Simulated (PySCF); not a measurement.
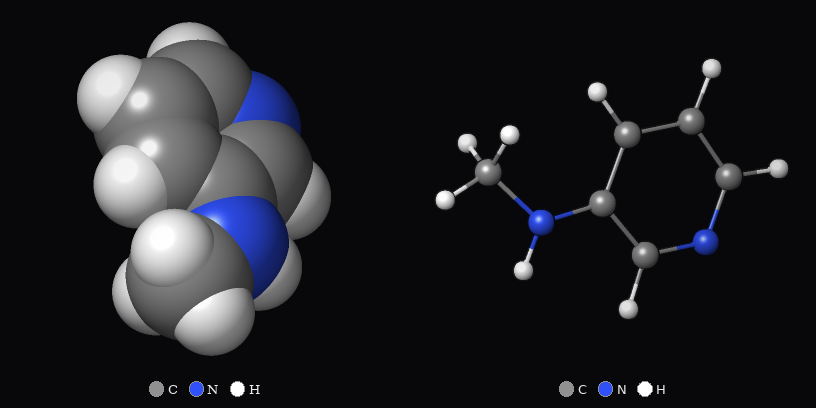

Both panels show the same species.

The computed structure is the end point of a GFN2-xTB optimisation. No frequency run is at hand to confirm it as a minimum.

What does the picture show?

Formula C6H8N2. Its SMILES string is `CNc1cccnc1`. Independent rings (smallest set): 1 of 6 members, 1 of them aromatic. The point group is C1. Coordination, clear cases only: 1 C tetrahedral; 5 C trigonal planar; 1 N bent.

More results for the same structure follow; atom numbers are the same in all pictures, views and colours differ.

**Geometry**

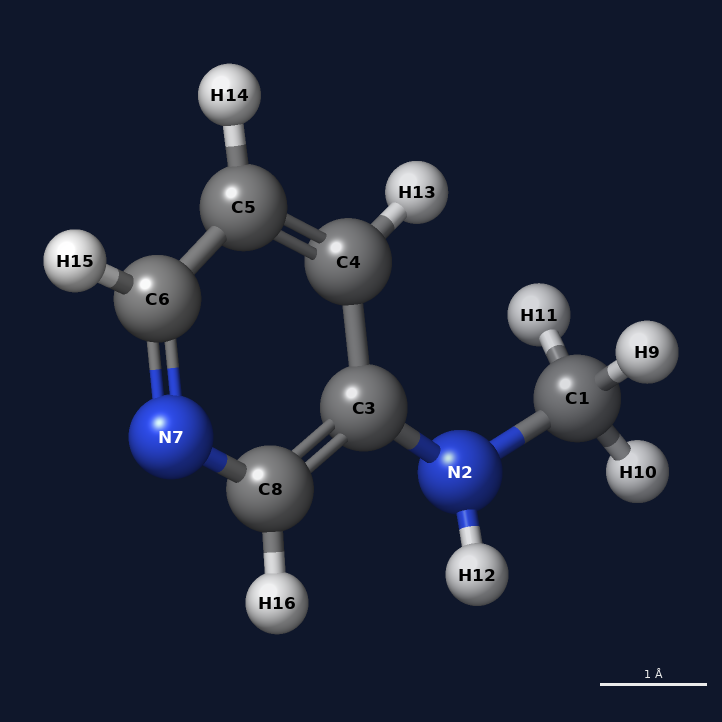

The atoms are numbered. No frequency run is at hand to confirm it as a minimum.

Give the bond lengths.

```json
{"bond": "C1–N2", "length (Å)": "1.442", "order": "single"}
{"bond": "C1–H9", "length (Å)": "1.098", "order": "single"}
{"bond": "C1–H10", "length (Å)": "1.088", "order": "single"}
{"bond": "C1–H11", "length (Å)": "1.091", "order": "single"}
{"bond": "N2–C3", "length (Å)": "1.372", "order": "single"}
{"bond": "N2–H12", "length (Å)": "1.008", "order": "single"}
{"bond": "C3–C4", "length (Å)": "1.398", "order": "aromatic"}
{"bond": "C3–C8", "length (Å)": "1.404", "order": "aromatic"}
{"bond": "C4–C5", "length (Å)": "1.384", "order": "aromatic"}
{"bond": "C4–H13", "length (Å)": "1.079", "order": "single"}
{"bond": "C5–C6", "length (Å)": "1.386", "order": "aromatic"}
{"bond": "C5–H14", "length (Å)": "1.080", "order": "single"}
{"bond": "C6–N7", "length (Å)": "1.325", "order": "aromatic"}
{"bond": "C6–H15", "length (Å)": "1.081", "order": "single"}
{"bond": "N7–C8", "length (Å)": "1.314", "order": "aromatic"}
{"bond": "C8–H16", "length (Å)": "1.084", "order": "single"}
```

**Spin–spin coupling**

No frequency run is at hand to confirm it as a minimum. Properties computed with B3LYP/pcJ-1 indirect spin-spin coupling, non-relativistic, gas phase (PySCF 2.14.0). Isotopes: 13C, 1H, 15N.

Give the spin–spin coupling constants of these pairs, with the number of bonds between them: N2/C3, N2/C4, N2/H9, N2/C8, C3/N7, C5/N7, N2/H16, N2/C5, C4/N7, N7/H14.

```csv
pair,bonds apart,J (Hz)
"N2, C3",1,−16.4
"N2, C4",2,−2.1
"N2, H9",2,1.3
"N2, C8",2,−4.2
"C3, N7",2,2.4
"C5, N7",2,2.4
"N2, H16",3,−1.6
"N2, C5",3,−0.6
"C4, N7",3,−3.3
"N7, H14",3,−1.5
```

**Dipole moment**

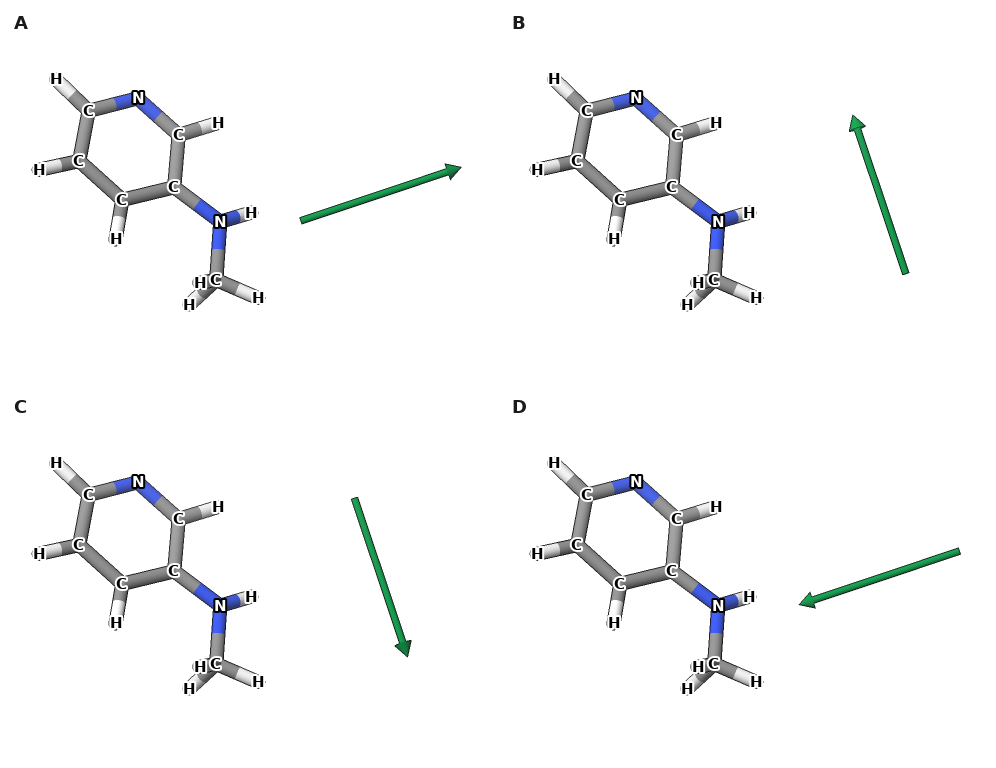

The same molecule four times, each with an arrow. No frequency run is at hand to confirm it as a minimum. Properties computed with B3LYP/pcJ-1, gas phase (PySCF 2.14.0).

Which arrow points along the dipole moment, from the negative to the positive end?

Answer. C. The dipole moment is 3.63 D.

**Quadrupole coupling**

No frequency run is at hand to confirm it as a minimum. Electric field gradients from the ground-state density, B3LYP/pcJ-1 (PySCF 2.14.0), non-relativistic apart from any core potentials.

Give the largest field-gradient component, the quadrupole coupling constant and the asymmetry for 14N at N2 (Q = 20.44 mb), 14N at N7 (Q = 20.44 mb), 2H at H9 (Q = 2.86 mb), 2H at H10 (Q = 2.86 mb), 2H at H11 (Q = 2.86 mb), 2H at H12 (Q = 2.86 mb).

```tsv
atom	V_zz (a.u.)	e²qQ/h (MHz)	η
N2	−1.210	−5.81	0.08
N7	−1.162	−5.58	0.43
H9	0.281	0.189	0.06
H10	0.298	0.200	0.07
H11	0.292	0.196	0.06
H12	0.392	0.264	0.23
```
